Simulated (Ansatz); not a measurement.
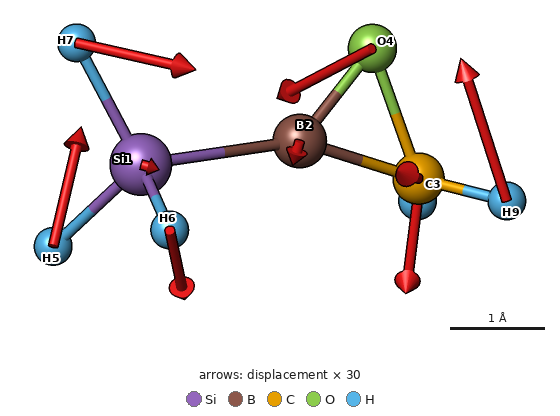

This is a relaxation of CH₅BOSi. The starting structure is drawn; red arrows show the displacements, 30 times their true length. The two geometries are superimposed by the best rigid fit.

The picture is a ball-and-stick view, seen at a tilt.

The start comes from PBE-D4/def2-SVP.

Level of theory: RKS PBE0-D4/def2-TZVP (Ansatz).

The input:
```yaml
crystal:
  periodic: [false, false, false]
  atoms:
    - {symbol: Si, position_ang: [-0.617285, 1.089050, -1.063837]}
    - {symbol: B, position_ang: [0.337043, -0.169594, 0.169535]}
    - {symbol: C, position_ang: [0.500825, -1.284729, 1.214117]}
    - {symbol: O, position_ang: [1.588453, -0.473279, 0.555033]}
    - {symbol: H, position_ang: [-1.507568, 0.306669, -1.993076]}
    - {symbol: H, position_ang: [-1.493370, 2.004333, -0.248641]}
    - {symbol: H, position_ang: [0.328497, 1.924798, -1.882393]}
    - {symbol: H, position_ang: [0.534019, -2.352538, 0.933639]}
    - {symbol: H, position_ang: [0.417986, -1.091010, 2.298423]}
basis:
  gaussian: {orbitals: def2-TZVP}
hamiltonian: {xc: pbe0, dispersion: d4}
relax: {f_tol: 0.005, max_steps: 150}
```

Command:
```bash
ansatz run in.yaml --threads 2 --pin off --events-out ev --progress --plain --max-ram 4352MiB
```

> Describe the change and its energy.

The energy falls by 0.77 kcal/mol in 10 geometry steps. Largest force component: 0.74 eV/Å at the start, 0.0013 eV/Å at the end. The largest moves after the best rigid fit, 0.055 Å, are those of O4, H8 and H9. Largest moves by element: H 0.055 Å, O 0.055 Å, C 0.018 Å, B 0.010 Å, Si 0.007 Å. Among the contacts that change: C3–O4 1.509 → 1.488 Å, Si1–H7 1.504 → 1.486 Å, Si1–H5 1.506 → 1.488 Å, C3–H8 1.105 → 1.086 Å.
